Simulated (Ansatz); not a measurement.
# SnSe2: how the settings move a single-point run

How sensitive is a single-point run of SnSe2 to its settings? A reference run comes first, then one run with altered input. The cell is built on a prototype (fluorite) and needn't be the phase found in nature.

Computed with Ansatz 0.2.0 (reference: DFT, HSE06, plane waves, PAW, unless a step's input says otherwise).

2 further runs of the same task are left out: 2 that didn't finish.

## (1) Starting point

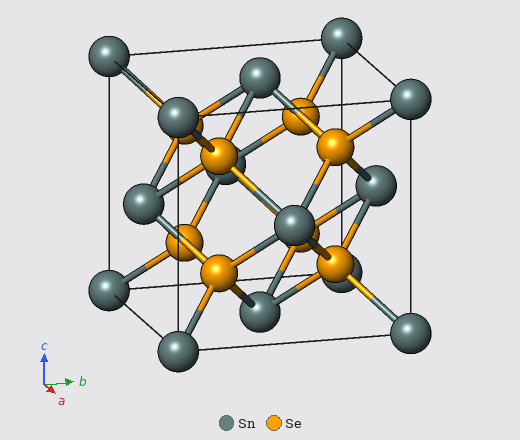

Start, viewed slightly off an axis; tin teal, selenium orange. Atoms on the faces are drawn again on the opposite ones. The cell drawn here is the conventional one.

Coordinates:

```cif
data_structure
_symmetry_space_group_name_H-M 'P 1'
_symmetry_Int_Tables_number 1
_cell_length_a 4.8180
_cell_length_b 4.8180
_cell_length_c 4.8180
_cell_angle_alpha 60.000
_cell_angle_beta 60.000
_cell_angle_gamma 60.000
_cell_volume 79.08
loop_
_atom_site_label
_atom_site_type_symbol
_atom_site_fract_x
_atom_site_fract_y
_atom_site_fract_z
_atom_site_occupancy
Sn1 Sn 0.00000 0.00000 0.00000 1
Se1 Se 0.25000 0.25000 0.25000 1
Se2 Se 0.75000 0.75000 0.75000 1
```

## (2) Baseline

Contents of input.yaml:

```yaml
crystal:
  lattice:
    - [0.0, 3.4068553633, 3.4068553633]
    - [3.4068553633, 0.0, 3.4068553633]
    - [3.4068553633, 3.4068553633, 0.0]
  atoms:
    - { symbol: Sn, position: [0.0, 0.0, 0.0] }
    - { symbol: Se, position: [0.25, 0.25, 0.25] }
    - { symbol: Se, position: [0.75, 0.75, 0.75] }
kpoints:
  mp_grid: { grid: [4, 4, 4] }
hamiltonian:
  xc: hse06
scf:
  occupations: { method: fermi_dirac, width: 0.02 }
  n_extra_bands: 4
output:
  forces: true
  stress: true
  eigenvalues: true
```

On the command line:

```sh
$ ansatz run input.yaml --threads 4 --pin off --max-ram 3686MiB --backend cpu --events-out ev --progress --plain --runs-dir out
```

What it wrote, shortened:

```text
Warning: output.stress: scf.convergence.dr2_threshold = 1e-7 eV (the SCF's general default) is looser than the 3e-10 eV advised for a printed stress (1e-10 eV for each atom of the cell: 3). What an SCF threshold leaves in a stress goes as its square root, and in the free energy as the [...]
Warning: output.stress: scf.exx.energy_threshold = 1e-6 eV is looser than the 3e-8 eV advised for a stress under a hybrid functional (1e-8 eV for each atom of the cell: 3). Every SCF of the exchange loop can meet its threshold on dr2 while the loop round them stops early: no threshold on [...]
Warning: RAYON_NUM_THREADS=4 ignored (pool sized by the plan → 4); use --threads N
scf.n_extra_bands = 4 over 23 filled bands (N_el = 46.0): the run solves 27 bands
[...]
Pseudopotentials: kind: paw
Pseudopotential: Sn, paw, valence charge 14, recommended cutoff 420 eV (normal), Sn.paw.azcp
Pseudopotential: Se, paw, valence charge 16, recommended cutoff 420 eV (normal), Se.paw.azcp
Functional definition: HSE06
[...]
Crystal: 3 atoms, lattice volume = 79.084 Å³
Basis set: ecut = 420 eV, 1471 PW (Γ), exchange–correlation on 72×72×72 points (8 copies of the dense FFT grid, shifted against one another)
Bands: 27, of which v1, the nominal top of the filled ones, is band 23 counted from 1 (22 counted from 0)
Symmetry: 48 space group operations
Space group: Fm-3m (ITA 225), of the structure as read, at distance tolerance 4.3e-5 Å
k-points: 8 of 64
[...]
SCF iter   1: F=—  HF=-16962.039933 eV  |F-HF|=—  |Δ(HF+E_count)|=         —  Δρ=1.85e-3  dr2=4.26e-3  ethr=1.77e-3  ⟨swp⟩=6.1  Hψ=793  notcnv=0
[...]
Frozen-core exchange: fock
[...]
SCF 2 stopped early in 5 iterations: F = -16968.640440 eV  dr2 = 2.21e-5
hybrid outer 1: dexx = +2.641e-2 eV, tail = 4.41e-4 eV
[...]
Frozen-core exchange: fock
[...]
hybrid outer 2: dexx = +1.044e-5 eV, tail = 2.48e-7 eV, Δε = 1.03e-2 eV (about 7.08e-4 eV left of the loop's levels)
[...]
Frozen-core exchange: fock
[...]
SCF iter   2: F=-16968.640684 eV  HF=-16968.640684 eV  |F-HF|=5.82e-10  |Δ(HF+E_count)|=   1.21e-9  Δρ=1.77e-6  dr2=1.62e-9  ethr=2.17e-11  ⟨swp⟩=4.0  Hψ=603  notcnv=0
[...]
hybrid outer 3: dexx = +2.954e-9 eV, tail = 3.87e-9 eV, Δε = 2.61e-4 eV (about 1.08e-4 eV left of the loop's levels), ΔF = 2.78e-17 eV/Å (tail 4.46e-4)
hybrid SCF converged: 3 outer / 12 inner (+9 warm-up), last move |dexx| = 2.95e-9 eV, tail = 3.87e-9 eV
Stability not checked: this state was not tested for a lower state beside it, because the functional holds exact exchange (a hybrid, or Hartree-Fock), whose exchange loop this test does not read (fock_operator; see scf.lower_state_search)
Free energy (F): -16968.640684 eV
Frozen-core exchange: fock
[...]
E sigma→0 (E₀):  -16968.636484 eV
Entropy (-TS):   -0.008401 eV (-2.800 meV/atom)
Fermi energy:    8.315008 eV
[...]
--- Forces (eV/Å), atoms counted from 1 ---
  atom   1  Sn     0.00000000    -0.00000000    -0.00000000
  atom   2  Se     0.00000000     0.00000000    -0.00000000
  atom   3  Se     0.00000000    -0.00000000     0.00000000
[...]
--- Stress (GPa, compression-positive) ---
       -1.088407       0.000000       0.000000
        0.000000      -1.088407       0.000000
        0.000000      -0.000000      -1.088407
  P = ⅓ Tr σ = -1.0884 GPa (-10.884 kbar)
--- Band table (eV; the first three rows and the last of 8) ---
  k-point 0: bands = ["-43.2601", "-43.2601", "-43.2597", "-43.2597", "-43.2597", "-43.2585", "-43.2585", "-43.2585", "-43.2563", "-43.2563", "-15.7193", "-15.7193", "-15.7193", "-15.6924", "-15.6924", "-7.3939", "-4.3014", "4.0445", "4.8797", "4.8797", "4.8797", "6.4481", "6.4481", [...]
[...]
```

Run time: 20 s. Hardware: 4 threads of Arm Neoverse N1, shared host; peak memory 1 GiB.

## (3) The same system, input altered

Changes to input.yaml since step 2:

```diff
@@ -16,2 +16,4 @@
   n_extra_bands: 4
+  convergence: { dr2_threshold: 0.0001 }
+  max_iter: 67
 output:
```

On the command line:

```sh
$ ansatz run input.yaml --threads 4 --pin off --max-ram 3686MiB --backend cpu --events-out ev --progress --plain --runs-dir out
```

What it wrote, shortened:

```text
Warning: scf.convergence.dr2_threshold = 1e-4 eV is looser than this run's default, which is 1e-7 eV or tighter. The error in the forces grows as the threshold's square root, so leave the key out unless less accurate forces are enough
Warning: output.stress: scf.convergence.dr2_threshold = 1e-4 eV is looser than the 3e-10 eV advised for a printed stress (1e-10 eV for each atom of the cell: 3). What an SCF threshold leaves in a stress goes as its square root, and in the free energy as the threshold itself, and one [...]
Warning: output.stress: scf.exx.energy_threshold = 1e-6 eV is looser than the 3e-8 eV advised for a stress under a hybrid functional (1e-8 eV for each atom of the cell: 3). Every SCF of the exchange loop can meet its threshold on dr2 while the loop round them stops early: no threshold on [...]
Warning: RAYON_NUM_THREADS=4 ignored (pool sized by the plan → 4); use --threads N
scf.n_extra_bands = 4 over 23 filled bands (N_el = 46.0): the run solves 27 bands
[...]
[... 4 set-up lines as earlier in the session ...]
[...]
Crystal: 3 atoms, lattice volume = 79.084 Å³
[...]
hybrid outer 2: dexx = +9.144e-6 eV, tail = 2.32e-7 eV, Δε = 9.62e-3 eV (about 6.56e-4 eV left of the loop's levels)
[...]
Frozen-core exchange: fock
[...]
SCF iter   2: F=-16968.640684 eV  HF=-16968.640684 eV  |F-HF|=1.71e-10  |Δ(HF+E_count)|=   1.02e-9  Δρ=1.26e-6  dr2=5.89e-10  ethr=7.22e-12  ⟨swp⟩=4.0  Hψ=730  notcnv=0
[...]
hybrid outer 3: dexx = +1.352e-9 eV, tail = 1.44e-9 eV, Δε = 2.17e-4 eV (about 5.56e-5 eV left of the loop's levels), ΔF = 3.24e-17 eV/Å (tail 1.60e-17)
hybrid SCF converged: 3 outer / 12 inner (+6 warm-up), last move |dexx| = 1.35e-9 eV, tail = 1.44e-9 eV
Stability not checked: this state was not tested for a lower state beside it, because the functional holds exact exchange (a hybrid, or Hartree-Fock), whose exchange loop this test does not read (fock_operator; see scf.lower_state_search)
Free energy (F): -16968.640684 eV
Frozen-core exchange: fock
[...]
E sigma→0 (E₀):  -16968.636484 eV
Entropy (-TS):   -0.008401 eV (-2.800 meV/atom)
Fermi energy:    8.315013 eV
[...]
--- Forces (eV/Å), atoms counted from 1 ---
  atom   1  Sn     0.00000000    -0.00000000     0.00000000
  atom   2  Se     0.00000000    -0.00000000    -0.00000000
  atom   3  Se     0.00000000    -0.00000000    -0.00000000
[...]
--- Stress (GPa, compression-positive) ---
       -1.088286      -0.000000      -0.000000
       -0.000000      -1.088286       0.000000
       -0.000000       0.000000      -1.088286
  P = ⅓ Tr σ = -1.0883 GPa (-10.883 kbar)
--- Band table (eV; the first three rows and the last of 8) ---
[... band rows left out ...]
[...]
```

It took 20 s on 4 threads of Arm Neoverse N1, shared host; peak memory 1 GiB.

## (4) A look at that input

This run ends as converged, with warnings (filled band counts differ across k points, force scf threshold loose, stress exchange threshold loose). Its log warns: «scf.convergence.dr2_threshold = 1e-4 eV is looser than this run's default, which is 1e-7 eV or tighter. The error in the forces grows as the threshold's square root ...»

The threshold asked is loose, but the program put off the close and ended at dr2 = 5.9e-10, so little accuracy was lost here.

To undo it: delete scf.convergence.dr2_threshold (the default then holds).

The changed convergence setting doesn't alter the result here (within 0.5 meV/atom). Cost: 18 SCF cycles against 21.

## (5) All runs together

```tsv
run	ending	energy change	pressure (GPa)	gap (eV)	force (eV/Å)	cycles	time
reference	converged	0	-1.1	0.00	0.00	21	20 s
1: dr2_threshold 0.0001	converged	0.0 meV/atom	-1.1	0.00	0.00	18	20 s
```

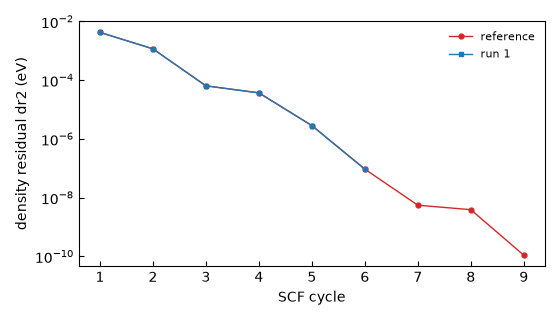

Residual by cycle in the longest SCF loop of each run; runs are numbered as in the table.

With the changed convergence setting the energy agrees within 0.5 meV/atom. Cost: 18 SCF cycles against 21.
